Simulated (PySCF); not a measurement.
# C₈H₇Cl: what the fields show

```yaml
atoms:
  - { symbol: Cl, position_ang: [-0.5605, 2.2920, -1.8981] }
  - { symbol: C, position_ang: [-0.2387, 0.9700, -0.8039] }
  - { symbol: C, position_ang: [-0.0059, 1.1201, 0.7139] }
  - { symbol: C, position_ang: [-0.9475, -0.0783, 0.9613] }
  - { symbol: C, position_ang: [0.2554, -1.0411, 0.8629] }
  - { symbol: C, position_ang: [1.1960, 0.1566, 0.6091] }
  - { symbol: C, position_ang: [0.9662, 0.0124, -0.9108] }
  - { symbol: C, position_ang: [0.0209, -1.1814, -0.6566] }
  - { symbol: C, position_ang: [-1.1856, -0.2231, -0.5574] }
  - { symbol: H, position_ang: [-0.0191, 2.0574, 1.2547] }
  - { symbol: H, position_ang: [-1.7225, -0.1137, 1.7165] }
  - { symbol: H, position_ang: [0.4568, -1.8602, 1.5418] }
  - { symbol: H, position_ang: [2.1589, 0.3127, 1.0787] }
  - { symbol: H, position_ang: [1.7318, 0.0602, -1.6740] }
  - { symbol: H, position_ang: [0.0316, -2.1102, -1.2128] }
  - { symbol: H, position_ang: [-2.1455, -0.3644, -1.0368] }
```

Geometry: GFN2-xTB.

These are results of PySCF 2.14.0, PBE0/def2-SVPD, SCF density, gas phase, not measurements.

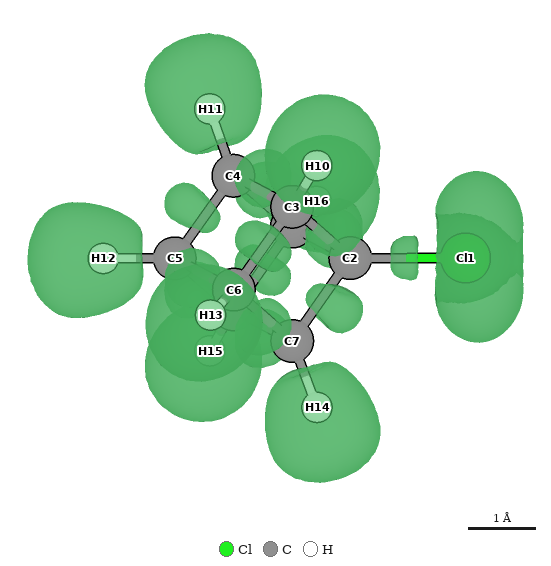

Figure 1. Isosurface of the electron localisation function at 0.8 (green), seen from one side. Only the valence region is drawn (cores and ρ < 0.01 e/Å³ removed).

Question: Identify the bonds, lone pairs and shells in this picture.

Answer: At this value the surface marks out twelve regions between bonded C–C atoms (shared pairs), one region between bonded C–Cl atoms (shared pairs), seven regions around hydrogen nuclei and one ring or bowl of non-bonding electrons around Cl. Profiles from the grid: C–C (1.54 Å): the ELF peaks at about 0.95 between the atoms, as expected for localised, covalent bonding. C–Cl (1.75 Å): the ELF peaks at about 0.90 between the atoms; a covalent bond.

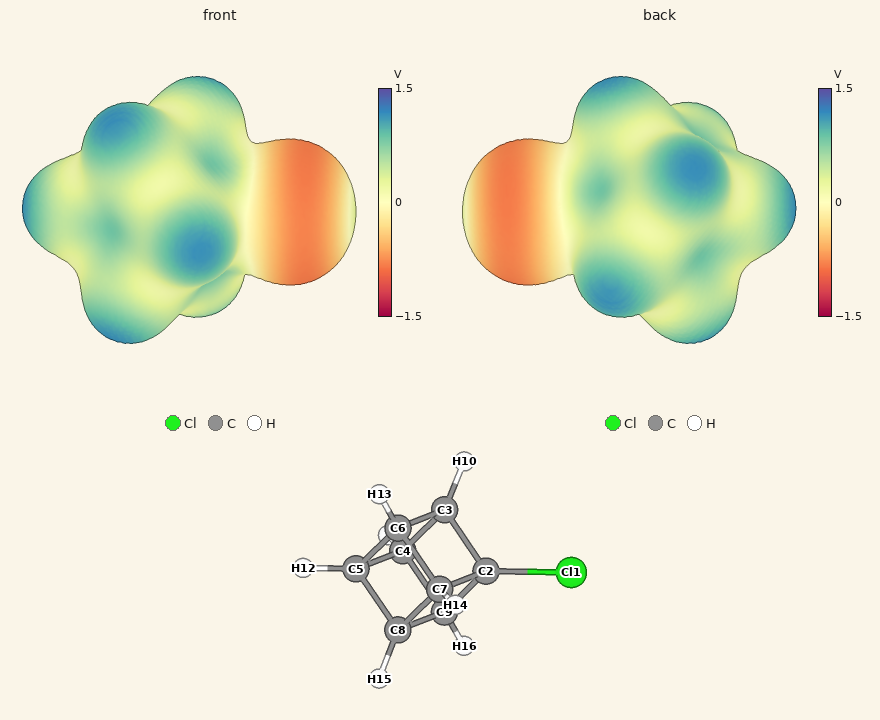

Figure 2. The electrostatic potential painted on the density surface at 0.004 e/bohr³, seen from the front and from behind; the colour scale runs from red (negative) to blue (positive). The bare structure is drawn below in the same view.

Question: Which sites attract a positive test charge, and which a negative one?

Answer: A positive charge is drawn to the negative regions and a negative charge to the positive ones. The most negative region (about −0.8 V) lies over Cl1, the most positive (about +1.2 V) over the H atoms. Cl1 shows a σ-hole: about +0.3 V at the tip opposite its bond, against about −0.8 V on its flanks.

Question: What dipole moment does the calculation give?

Answer: Its dipole moment is 2.35 D.

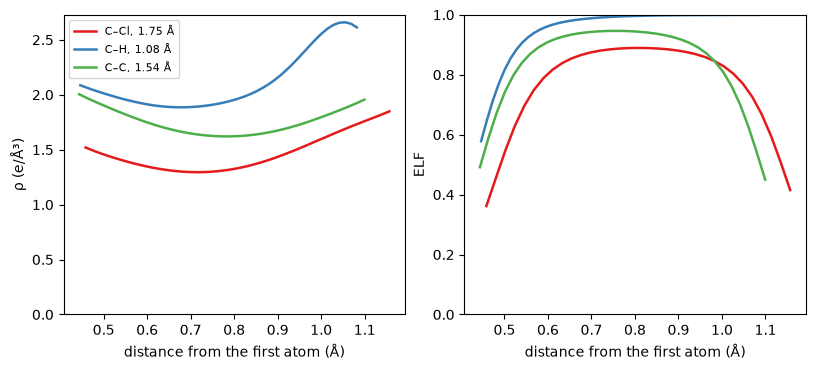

Figure 3. Electron density and ELF along straight lines between neighbouring atoms. The curves leave out the atomic cores.

Question: Compare the contacts.

Answer: C–Cl (1.75 Å): ρ is about 1.4 e/Å³ halfway; the ELF peaks at about 0.90 between the atoms: a shared electron pair.
C–H (1.08 Å): ρ is about 2 e/Å³ halfway; the ELF climbs to about 1 towards the hydrogen, as it does in any bond to H; an ordinary covalent bond to hydrogen.
C–C (1.54 Å): ρ is about 1.6 e/Å³ halfway; the ELF peaks at about 0.95 between the atoms; a shared electron pair.
